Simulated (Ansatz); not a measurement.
ClF$_{2}$HSi···HBr

The calculation's input:

```
crystal:
  periodic: [false, false, false]
  atoms:
    - { symbol: Si, position_ang: [-0.374172, -0.527592, -0.733418] }
    - { symbol: Cl, position_ang: [1.051296, -1.386876, 0.547321] }
    - { symbol: F, position_ang: [-0.738348, -1.640424, -1.829378] }
    - { symbol: F, position_ang: [-1.695395, -0.237097, 0.118535] }
    - { symbol: H, position_ang: [0.131087, 0.678072, -1.395421] }
    - { symbol: H, position_ang: [1.136116, 0.916555, 1.81444] }
    - { symbol: Br, position_ang: [0.489315, 2.197362, 1.477922] }
magnetization:
  spin_polarized: true
basis:
  gaussian: { orbitals: def2-SVP }
hamiltonian:
  xc: pbe0
  dispersion: d4
relax:
  f_tol: 0.03
  max_steps: 50
output:
  orbitals: {}
```

Run with:

```sh
ansatz run input.yaml --threads 4 --pin off --max-ram 5120MiB --backend cpu --events-out ev --progress --plain --runs-dir out
```

The fields are those of the run's last geometry, not of the input's.

Method: Ansatz 0.2.0, UKS PBE0-D4/def2-SVP.

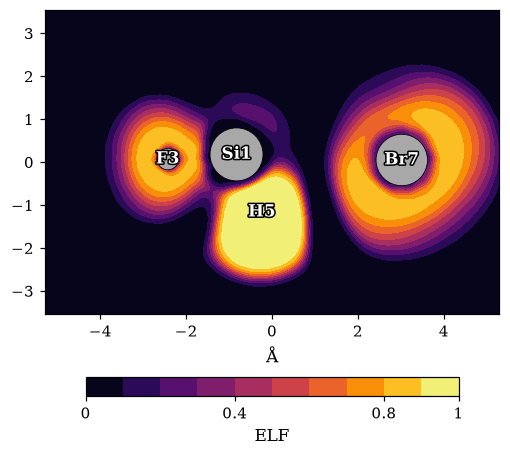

Figure 1. ELF on the plane of atoms F3, Si1 and H5. Grey discs cover the atomic cores.

### What do the fields say about this system?

- The section cuts through Si, F, H and Br sites.
- Si–F (1.60 Å): the ELF peaks at about 0.85 in the valence shell of F, 0.6 Å from its nucleus, and is about 0.40 at the midpoint.
- Si–H (1.47 Å): the ELF climbs to about 1 towards the hydrogen, as it does in any bond to H.
- The ELF also peaks beside Br7 and F3, away from the bonds: lone-pair regions.

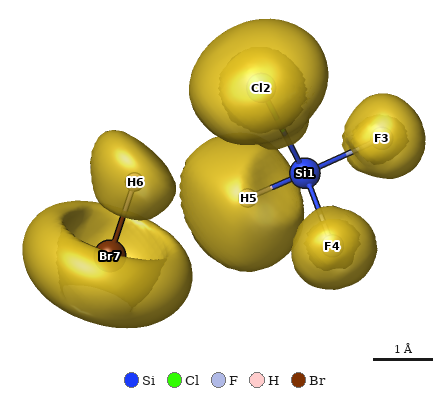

Figure 2. Isosurface of the electron localisation function at 0.8 (yellow), seen at a tilt. Only the valence region is drawn (cores and ρ < 0.01 e/Å³ removed).

### What do the ELF domains correspond to?

The ELF exceeds this value in two regions around hydrogen nuclei, one region on Cl in which the atom's valence shell and bonds are merged, one ring or bowl of non-bonding electrons around Br and two regions wrapped around F (its lone pairs, merged into a ring or cap). Profiles from the grid: Cl2···H6 (2.76 Å): the ELF dips to about 0.05 between them; a weak contact between the two molecules.

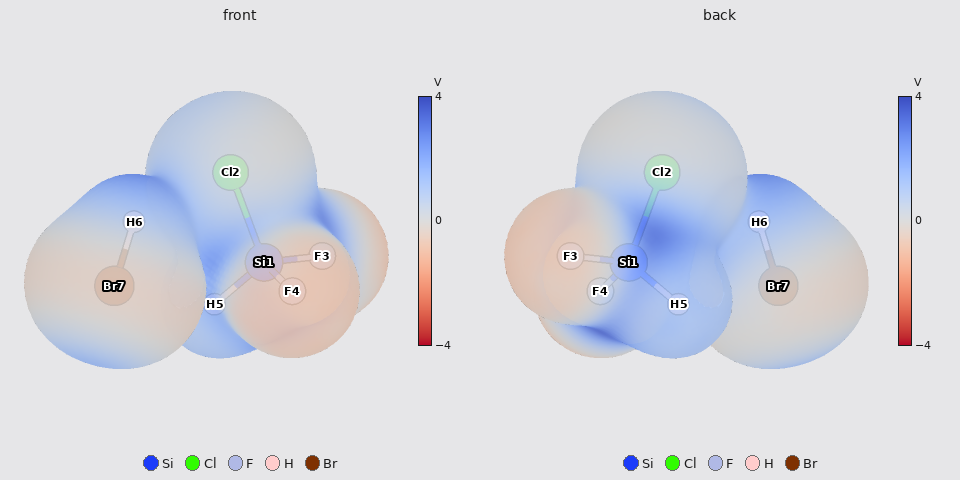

Figure 3. The molecular electrostatic potential painted on the density surface at 0.004 e/bohr³, seen from the front and from behind; red is negative and blue positive.

### Where is the surface potential most negative and most positive?

The most negative region (about −0.8 V) lies over F3 and F4, the most positive (about +2.9 V) over Si1. Br7 shows a σ-hole: about +1.4 V at the tip opposite its bond, against about −0.1 V on its flanks.
